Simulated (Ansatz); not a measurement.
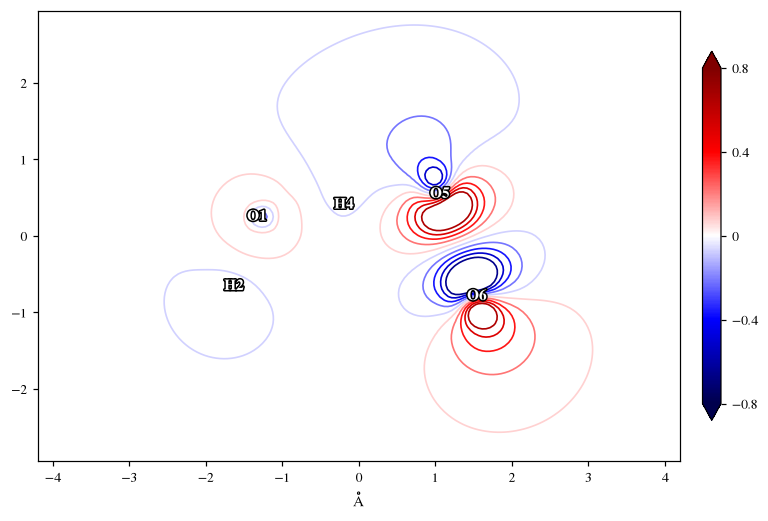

*H₅O₃ (charge +1). The LUMO on the plane of atoms H4, O5 and O6 (values in Å⁻³ᐟ²; the overall sign is arbitrary).*

Geometry: PBE0-D4/def2-TZVP.

All numbers below come from RKS PBE0-D4/def2-TZVPPD (Ansatz).

```yaml
atoms:
  - { symbol: O, position_ang: [-0.0853, -0.3347, -1.4586] }
  - { symbol: H, position_ang: [0.8095, -0.1217, -1.7619] }
  - { symbol: H, position_ang: [-0.7420, 0.0845, -2.0336] }
  - { symbol: H, position_ang: [-0.2633, -0.2468, -0.3283] }
  - { symbol: O, position_ang: [-0.4309, -0.1343, 0.9160] }
  - { symbol: O, position_ang: [0.7609, 0.4994, 1.3569] }
  - { symbol: H, position_ang: [-0.4574, -0.9727, 1.4112] }
  - { symbol: H, position_ang: [0.4085, 1.2262, 1.8981] }
```

Question: Describe this orbital and give its energy.

Answer: It lies mainly on O6 (about 35 %), O5 (about 30 %) and H7 (about 10 %). Its energy is −5.72 eV.
